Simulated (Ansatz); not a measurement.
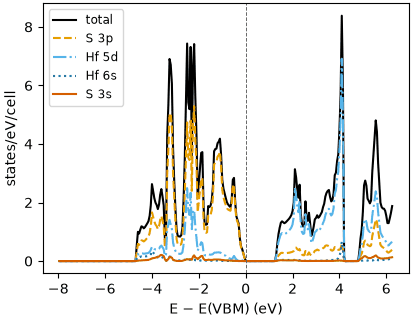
Total and projected density of states of HfS2 (CdI2 type, P-3m1), DFT-PBE in the program Ansatz with PAW potentials

Task: Which orbitals carry the states next to the gap?

Result: Top 1 eV of the valence band: S 3p 92 %, Hf 5d 6 %. Bottom 1 eV of the conduction band: Hf 5d 74 %, S 3p 18 %. Projections are on Löwdin-orthogonalised atomic valence shells; empty p or d shells of many metals are not among them.

Task: Where is the tallest occupied peak in this window, and what makes it?

Result: Near -2.5 eV, about 7.4 states/eV per cell; the largest projected share is S 3p.

The PBE relaxation kept the symmetry of its start. The run is not spin-polarised. The volume lies over 15 % above that of the usual cell of this phase: another minimum, or an error of the functional. A crystal of weakly bound layers computed without a dispersion correction: the cell and the soft elastic constants depend strongly on that. Spin–orbit coupling is left out wherever it is not named.

Potentials: the earlier of the program's two PAW sets.
